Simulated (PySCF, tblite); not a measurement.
**CH12BN2Si3 radical: geometry, infrared bands and EPR parameters**

Aim: predict the infrared bands and EPR parameters of CH12BN2Si3 radical (`[NH]B(C[SiH3])N([SiH3])[SiH3]`).

Computed with tblite 0.8.0 and PySCF 2.14.0, with density-fitted response routines of our own, on a single molecule in the gas phase. Atoms are numbered from 0 throughout.

### Step 1. The molecule as given

19 atoms, charge 0, multiplicity 2; geometry from: force field or distance geometry start.

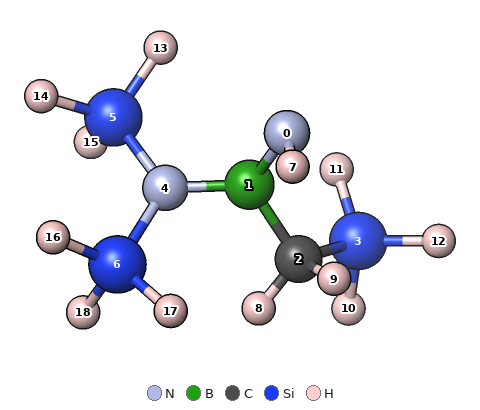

As it starts; nitrogen light blue, boron green, carbon dark grey, silicon blue, hydrogen pink, atoms numbered.

### Step 2. Geometry optimisation with GFN2-xTB

The job: settings as JSON, then the geometry in Å.

```
{"job": {"kind": "relax", "xc": "GFN2-xTB", "basis": "xTB"}, "charge": 0, "multiplicity": 2}
N      0.302000    -0.375400     2.243900
B      0.241200    -0.076700     0.733200
C      1.340700    -0.832800    -0.153000
Si     2.848000     0.239700    -0.454500
N     -1.066700     0.229800     0.156200
Si    -1.717700     1.825600     0.253200
Si    -1.950900    -1.007100    -0.676800
H      0.126200    -1.392400     2.352600
H      0.899200    -1.109000    -1.147700
H      1.607700    -1.806600     0.318600
H      3.179600     0.104000    -1.877800
H      2.609200     1.615600    -0.059700
H      3.937800    -0.390400     0.308800
H     -1.035500     2.614800     1.302900
H     -3.178100     1.849800     0.490800
H     -1.489400     2.582400    -0.985500
H     -3.362700    -1.054000    -0.227400
H     -1.323900    -2.316100    -0.474300
H     -1.976600    -0.691800    -2.111000
```

On the command line:

```console
$ OMP_NUM_THREADS=1 python probes_run.py task.json out
```

One launch serves the whole session: the jobs run in the order shown.

Output:

```text
step      E/eV     max force
  0    -557.64014    3.549
  1    -557.98591    2.408
  2    -558.05176    4.766
  3    -558.20615    0.956
  4    -558.25292    0.734
  5    -558.37663    1.072
  6    -558.40275    0.657
  7    -558.44812    0.709
  8    -558.47934    0.801
  9    -558.51635    0.645
 10    -558.54347    0.394
 11    -558.56762    0.582
 12    -558.59153    0.709
 13    -558.58687    2.490
 14    -558.63609    0.501
 15    -558.66023    0.351
 16    -558.69162    0.865
 17    -558.70560    0.324
 18    -558.72012    0.308
 19    -558.74680    1.007
 20    -558.76339    0.338
 21    -558.77294    0.268
 22    -558.79092    0.619
 23    -558.80041    0.187
 24    -558.80907    0.206
 25    -558.82290    0.257
 26    -558.83472    0.242
 27    -558.84863    0.480
 28    -558.86060    0.468
 29    -558.87008    0.353
 30    -558.87865    0.227
 31    -558.88820    0.274
 32    -558.89586    0.435
 33    -558.90091    0.281
 34    -558.90588    0.242
 35    -558.91200    0.218
 36    -558.91859    0.187
 37    -558.92225    0.152
 38    -558.92514    0.137
 39    -558.92865    0.171
 40    -558.93280    0.186
 41    -558.93575    0.143
 42    -558.93736    0.108
 43    -558.93853    0.102
 44    -558.93997    0.098
 45    -558.94163    0.096
 46    -558.94300    0.065
 47    -558.94391    0.068
 48    -558.94468    0.069
 49    -558.94561    0.075
 50    -558.94668    0.085
 51    -558.94768    0.064
 52    -558.94836    0.049
 53    -558.94877    0.041
 54    -558.94908    0.046
 55    -558.94939    0.045
 56    -558.94976    0.043
 57    -558.95020    0.051
 58    -558.95064    0.053
 59    -558.95098    0.037
 60    -558.95125    0.030
 61    -558.95151    0.032
 62    -558.95181    0.038
 63    -558.95212    0.041
 64    -558.95246    0.052
 65    -558.95292    0.070
 66    -558.95358    0.099
 67    -558.95447    0.112
 68    -558.95553    0.096
 69    -558.95657    0.066
 70    -558.95754    0.074
 71    -558.95855    0.078
 72    -558.95960    0.089
 73    -558.96062    0.091
 74    -558.96190    0.095
 75    -558.96396    0.110
 76    -558.96671    0.121
 77    -558.96966    0.109
 78    -558.97190    0.077
 79    -558.97341    0.088
 80    -558.97509    0.118
 81    -558.97204    0.355
 82    -558.97766    0.200
 83    -558.97919    0.112
 84    -558.98067    0.076
 85    -558.98281    0.092
 86    -558.98429    0.075
 87    -558.98630    0.075
 88    -558.98753    0.076
 89    -558.98870    0.081
 90    -558.98942    0.071
 91    -558.99003    0.052
 92    -558.99060    0.068
 93    -558.99145    0.109
 94    -558.99240    0.111
 95    -558.99339    0.126
 96    -558.99422    0.065
 97    -558.99503    0.053
 98    -558.99548    0.047
 99    -558.99574    0.030
100    -558.99589    0.026
101    -558.99606    0.041
102    -558.99626    0.054
103    -558.99656    0.070
104    -558.99688    0.056
105    -558.99713    0.038
106    -558.99731    0.040
107    -558.99746    0.030
108    -558.99764    0.031
109    -558.99779    0.035
110    -558.99807    0.031
111    -558.99831    0.028
112    -558.99850    0.028
113    -558.99860    0.023
114    -558.99870    0.020
115    -558.99886    0.031
116    -558.99912    0.047
117    -558.99949    0.054
118    -558.99988    0.049
119    -559.00016    0.051
120    -559.00035    0.042
121    -559.00053    0.035
122    -559.00076    0.039
123    -559.00100    0.049
124    -559.00127    0.060
125    -559.00162    0.058
126    -559.00205    0.056
127    -559.00246    0.057
128    -559.00273    0.039
129    -559.00269    0.071
130    -559.00308    0.048
131    -559.00330    0.035
132    -559.00397    0.029
133    -559.00430    0.032
134    -559.00450    0.057
135    -559.00467    0.044
136    -559.00492    0.026
137    -559.00501    0.023
138    -559.00515    0.024
139    -559.00526    0.023
140    -559.00537    0.033
141    -559.00546    0.027
142    -559.00557    0.019
143    -559.00565    0.016
144    -559.00570    0.016
145    -559.00576    0.017
146    -559.00581    0.014
147    -559.00586    0.017
148    -559.00592    0.018
149    -559.00599    0.019
150    -559.00609    0.026
151    -559.00620    0.028
152    -559.00632    0.026
153    -559.00646    0.027
154    -559.00662    0.026
155    -559.00678    0.031
156    -559.00691    0.032
157    -559.00702    0.025
158    -559.00715    0.027
159    -559.00734    0.029
160    -559.00758    0.034
161    -559.00785    0.046
162    -559.00812    0.052
163    -559.00845    0.046
164    -559.00903    0.048
165    -559.00944    0.044
166    -559.00981    0.043
167    -559.01010    0.050
168    -559.01042    0.049
169    -559.01091    0.040
170    -559.01136    0.046
171    -559.01176    0.051
172    -559.01209    0.048
173    -559.01239    0.041
174    -559.01264    0.032
175    -559.01285    0.033
176    -559.01302    0.029
177    -559.01319    0.028
178    -559.01344    0.030
179    -559.01374    0.037
180    -559.01406    0.032
181    -559.01431    0.029
182    -559.01448    0.029
183    -559.01459    0.034
184    -559.01475    0.032
185    -559.01498    0.027
186    -559.01531    0.035
187    -559.01554    0.042
188    -559.01586    0.046
189    -559.01615    0.040
190    -559.01640    0.028
191    -559.01657    0.040
192    -559.01671    0.035
193    -559.01688    0.029
194    -559.01703    0.023
195    -559.01714    0.028
196    -559.01727    0.024
197    -559.01737    0.024
198    -559.01745    0.021
199    -559.01752    0.016
200    -559.01757    0.013
201    -559.01762    0.017
202    -559.01766    0.017
203    -559.01769    0.017
204    -559.01773    0.013
205    -559.01775    0.010
206    -559.01778    0.009
```

Run time: 1.7 s. Hardware: 1 thread of Arm Neoverse V2, shared host.

The steps of the relaxation: (not every step is listed)

```csv
step,energy from step 0 (eV),largest force (eV/Å)
0,0.0000,3.5486
1,-0.3458,2.4082
2,-0.4116,4.7658
3,-0.5660,0.9563
4,-0.6128,0.7340
5,-0.7365,1.0719
6,-0.7626,0.6571
7,-0.8080,0.7085
8,-0.8392,0.8011
27,-1.2085,0.4801
46,-1.3029,0.0653
65,-1.3128,0.0705
84,-1.3405,0.0763
103,-1.3564,0.0699
122,-1.3606,0.0391
141,-1.3653,0.0266
160,-1.3674,0.0338
179,-1.3736,0.0366
198,-1.3773,0.0212
201,-1.3775,0.0167
202,-1.3775,0.0168
203,-1.3776,0.0166
204,-1.3776,0.0127
205,-1.3776,0.0102
206,-1.3776,0.0093
```

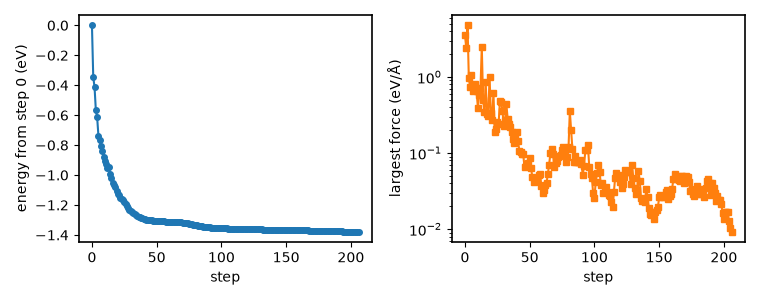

Energy and largest force along the relaxation.

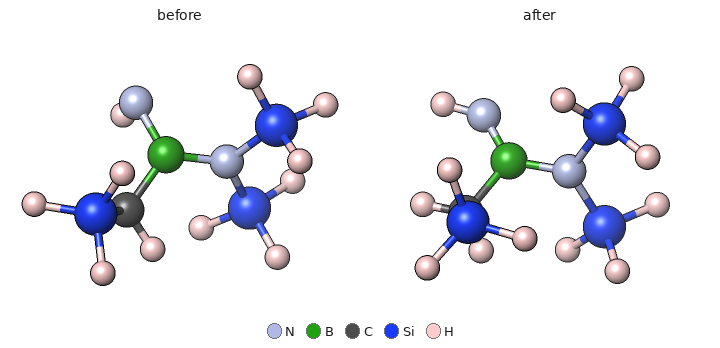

Before and after, at one scale.

Close pairs (by a distance rule), those that changed most:

```csv
bond,before (Å),after (Å),change (Å)
N0–B1,1.541,1.326,-0.215
B1–C2,1.602,1.650,+0.048
N0–H7,1.038,1.001,-0.037
C2–H8,1.123,1.088,-0.034
C2–H9,1.114,1.088,-0.026
C2–Si3,1.874,1.892,+0.018
Si6–H16,1.482,1.465,-0.018
Si5–H13,1.480,1.464,-0.016
```

The final coordinates are the input of the step that follows.

### Step 3. Vibrational analysis with GFN2-xTB

The job: settings as JSON, then the geometry in Å.

```
{"job": {"kind": "ir", "xc": "GFN2-xTB", "basis": "xTB"}, "charge": 0, "multiplicity": 2}
N      0.069327    -0.798558     2.226300
B      0.022055    -0.574586     0.920532
C      1.323626    -1.109236     0.058903
Si     2.277476     0.354928    -0.667054
N     -1.013278     0.083099     0.145524
Si    -1.373928     1.732749     0.564214
Si    -1.881427    -0.751369    -1.101333
H      0.766839    -1.186455     2.829975
H      0.918827    -1.747252    -0.724469
H      1.968086    -1.723067     0.685409
H      3.435927    -0.210030    -1.378904
H      1.457015     1.116844    -1.609132
H      2.771062     1.229933     0.400573
H     -0.174565     2.331743     1.151504
H     -2.500108     1.783974     1.503350
H     -1.724095     2.417562    -0.685603
H     -3.314242    -0.511397    -0.915530
H     -1.589364    -2.183337    -0.998381
H     -1.449039    -0.246294    -2.413339
```

Output:

```text
mode    cm-1     km/mol
  1     -19.7      0.57
  2      28.9      0.28
  3      43.2      0.55
  4      56.5      0.30
  5     104.6      0.03
  6     110.5      0.73
  7     153.4      1.41
  8     181.6      3.50
  9     193.3      1.02
 10     280.2      0.66
 11     386.4     10.30
 12     473.1     37.44
 13     489.9      7.89
 14     500.4     21.16
 15     527.1     50.39
 16     552.6     13.10
 17     565.3      7.88
 18     568.7     19.66
 19     581.6     49.47
 20     589.7     97.56
 21     695.9    118.50
 22     723.5     25.26
 23     750.9     44.67
 24     763.3     30.69
 25     768.7     33.45
 26     774.5     12.18
 27     778.5    192.30
 28     779.6     69.76
 29     784.0    708.12
 30     789.5    247.58
 31     800.1    834.55
 32     805.4     98.42
 33     829.0    332.82
 34     952.3     35.77
 35     991.9    365.21
 36    1049.5    201.04
 37    1114.7     36.20
 38    1440.7      0.96
 39    1561.8    146.58
 40    2182.0    163.04
 41    2191.0    370.67
 42    2209.0    425.35
 43    2214.3     75.61
 44    2234.6    439.42
 45    2240.9    164.25
 46    2244.6    151.25
 47    2253.0    525.62
 48    2269.8    275.63
 49    2987.8     32.23
 50    2993.3     23.42
 51    3553.1      5.21
```

Run time: 0.84 s. Hardware: 1 thread of Arm Neoverse V2, shared host.

The strongest bands and the atoms that carry them (share of the mass-weighted mode):

```csv
cm⁻¹,km/mol,atoms
784,708.1,"H12 21 %, H10 14 %, H18 12 %, H11 11 %"
800,834.5,"H18 14 %, H16 13 %, H13 12 %, H17 12 %"
829,332.8,"H18 15 %, H17 13 %, H16 12 %, H15 10 %"
992,365.2,N4 72 %
2191,370.7,H10 95 %
2209,425.4,"H14 55 %, H15 35 %"
2235,439.4,"H17 62 %, H16 19 %"
2253,525.6,"H12 52 %, H13 43 %"
```

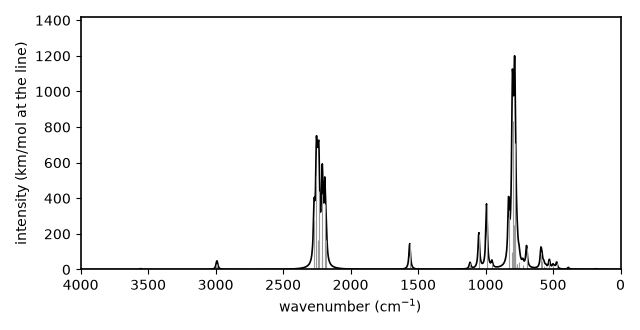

The infrared spectrum from these modes, unscaled. Lines are broadened to a width of 14 cm⁻¹ (Lorentzian).

### Step 4. EPR parameters: B3LYP/pcH-1

The job, as its differences from that of step 3:

```diff
@@ -1,2 +1,2 @@
-{"job": {"kind": "ir", "xc": "GFN2-xTB", "basis": "xTB"}, "charge": 0, "multiplicity": 2}
+{"job": {"kind": "epr", "basis": "pcH-1"}, "charge": 0, "multiplicity": 2}
 N      0.069327    -0.798558     2.226300
```

Level: UKS B3LYP, pcH-1 on B C H N Si, non-relativistic, mean-field spin-orbit, GIAO.

Output:

```text
UKS, coarse grid
  cycle   1  E = -1048.13525992  |g| = 4.74e-01
  cycle   2  E = -1048.01018372  |g| = 6.99e-01
  cycle   3  E = -1048.23208074  |g| = 9.34e-02
  cycle   4  E = -1048.23422756  |g| = 7.82e-02
  cycle   5  E = -1048.23713213  |g| = 2.02e-02
  cycle   6  E = -1048.23736596  |g| = 1.47e-02
  cycle   7  E = -1048.23751114  |g| = 4.79e-03
  cycle   8  E = -1048.23754981  |g| = 1.49e-03
  cycle   9  E = -1048.23755864  |g| = 7.72e-04
UKS, final grid
  cycle   1  E = -1048.23753066  |g| = 6.67e-04
  cycle   2  E = -1048.23753187  |g| = 1.03e-03
  cycle   3  E = -1048.23753261  |g| = 3.61e-04
  cycle   4  E = -1048.23753349  |g| = 3.00e-04
  cycle   5  E = -1048.23753431  |g| = 6.37e-05
  cycle   6  E = -1048.23753431  |g| = 1.78e-05
E = -1048.23753431 Eh   <S^2> = 0.7553 (exact 0.7500)
g shifts (ppm)      1          2          3
  rmc          -214       -214       -214
  gc              8          7         57
  oz_so         195       1406       4776
  total         -11       1199       4619
hyperfine (MHz)  atom isotope    a_iso     a_fc   dipolar eigenvalues
    0   14N      60.54      60.38    -37.86    -33.44     71.31
    1   11B     -40.89     -40.85    -14.58     -5.69     20.27
    2   13C      85.31      85.38    -18.35    -17.54     35.89
    3  29Si       1.15       1.15     -4.45      1.86      2.59
    4   14N       9.77       9.77     -1.72     -1.48      3.21
    5  29Si       3.52       3.52     -0.99      0.08      0.92
    6  29Si       3.03       3.03     -0.38      0.17      0.22
    7    1H      11.64      11.48    -43.27    -13.20     56.47
    8    1H       5.33       5.33     -9.14     -0.93     10.06
    9    1H      -8.72      -8.71    -10.45     -2.32     12.77
   10    1H      23.30      23.30     -1.33     -0.41      1.74
   11    1H      -0.66      -0.66     -1.36     -0.76      2.13
   12    1H       0.27       0.27     -1.73     -0.77      2.51
   13    1H      -0.57      -0.57     -1.90     -1.56      3.47
   14    1H       6.38       6.38     -1.56     -1.15      2.71
   15    1H      -1.06      -1.06     -0.83     -0.67      1.50
   16    1H       3.66       3.66     -0.82     -0.62      1.44
   17    1H       0.06       0.06     -1.38     -0.98      2.37
   18    1H      -0.83      -0.83     -0.87     -0.59      1.46
```

It took 2.8 min on 1 thread of Arm Neoverse V2, shared host; peak memory 1.2 GiB.

Principal g values 2.00231, 2.00352, 2.00694; g(iso) = 2.00425, against 2.00232 for a free electron.

Hyperfine couplings; where a row names several nuclei, a(iso) is their mean (it holds for fast rotation or exchange) and the dipolar term the largest among them:

```csv
nuclei,isotope,a(iso) (MHz),"a(iso) (G, at g = 2.0023)",largest dipolar term (MHz)
C2,13C,85.3,30.4,35.9
N0,14N,60.5,21.6,71.3
B1,11B,-40.9,-14.6,20.3
H7,1H,11.6,4.2,56.5
N4,14N,9.8,3.5,3.2
"H10, H11, H12",1H,7.6,2.7,2.5
"Si5, Si6",29Si,3.3,1.2,-1.0
"H8, H9",1H,-1.7,-0.6,12.8
"H13, H14, H15, H16, H17, H18",1H,1.3,0.5,3.5
Si3,29Si,1.2,0.4,-4.4
```

Mulliken spin populations:

N0 0.82; B1 -0.05; C2 0.19; Si3 0.01; N4 0.03; Si5 0.00; Si6 0.00; H7 -0.01; H8 0.00; H9 -0.01; H10 0.01; H11 0.00; H12 0.00; H13 0.00; H14 0.00; H15 0.00; H16 0.00; H17 0.00; H18 0.00

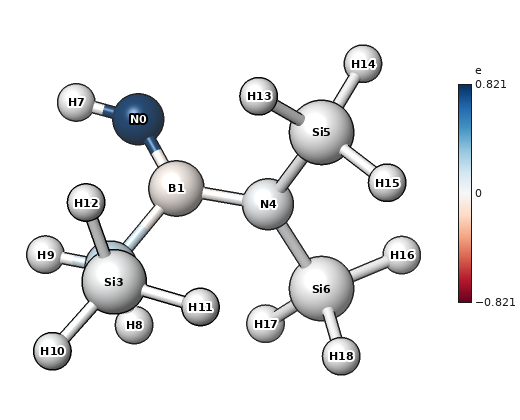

Mulliken spin populations, as colours on the atoms.

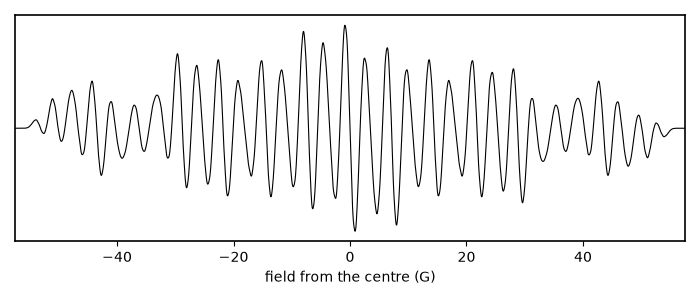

First-order isotropic spectrum (first derivative, main isotopes with spin only, couplings over 0.8 MHz, Gaussian width 0.3 G; couplings of the frozen geometry, rotation of groups not averaged beyond the rows shown).

The fields below are evaluated on a grid from the run's orbitals.

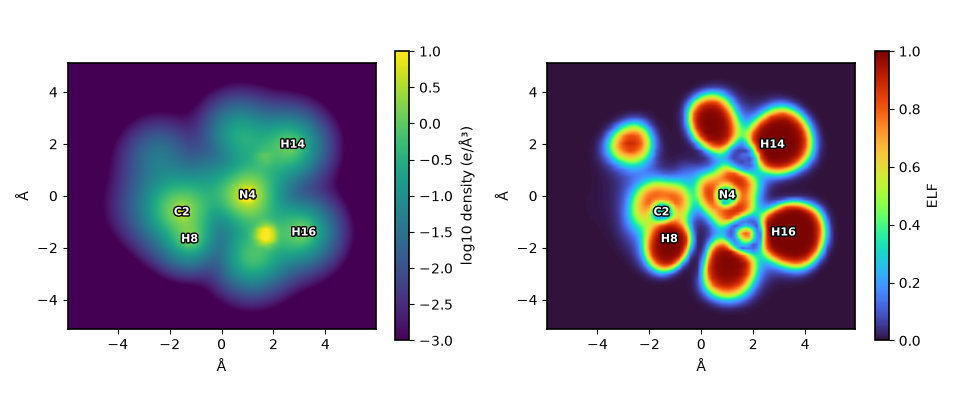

Density (left) and ELF (right) in a plane through or near 5 of the atoms.

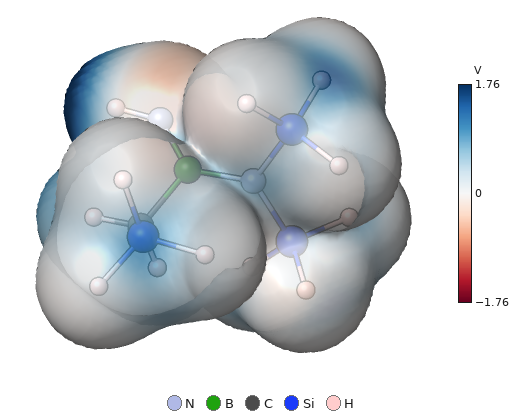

The potential that a unit positive charge feels on the 0.002 e/bohr³ surface, from -0.75 V near N0 to 1.76 V near H7.

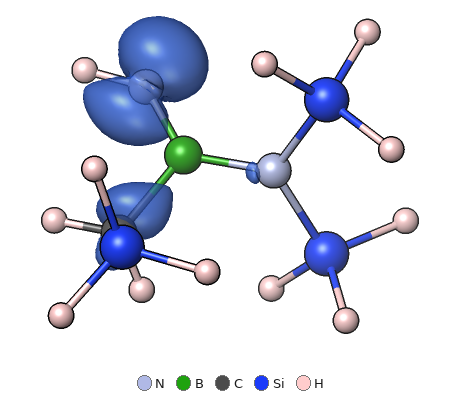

Spin density at ±0.07 e/Å³ (alpha excess blue, beta excess red).

### Step 5. Outcome

| quantity | value |
| --- | --- |
| strongest single infrared mode (GFN2-xTB) | 800 cm⁻¹, 835 km/mol |
| zero-point energy (GFN2-xTB) | 75.9 kcal/mol |
| g(iso) (B3LYP) | 2.00425 |
| ⟨S²⟩ | 0.755 (exact 0.75) |
| largest a(iso) (averaged by class) | 13C on C2, 85.3 MHz |
| potential on the surface of density 0.002 e/bohr³, 1st and 99th percentile | -0.75 V and 1.76 V |

In words: Relaxing lowered the energy by 1.378 eV in 206 steps; the close pair that moved most is N0–B1, from 1.541 to 1.326 Å. The lowest mode is slightly imaginary (20i cm⁻¹), a soft motion within the noise of the Hessian, so the minimum is not strictly shown. The strongest single mode, at 800 cm⁻¹, has its largest shares on H18, H16, H13 and H17 (the list is cut at 4 atoms). GFN2-xTB is a fitted tight-binding method: band positions and strengths are rough. Its intensities can rank the bands wrongly. Most of the unpaired spin sits on N0 (0.82 e). The isotropic g lies 1.9 ppt above the free-electron value. These values are for one conformer; the search (at its own cheap level) found 2 more, at 0.03, 1.91 kcal/mol (those within 0.05 may be mirror or relabelled copies), and measured spectra average over such forms.
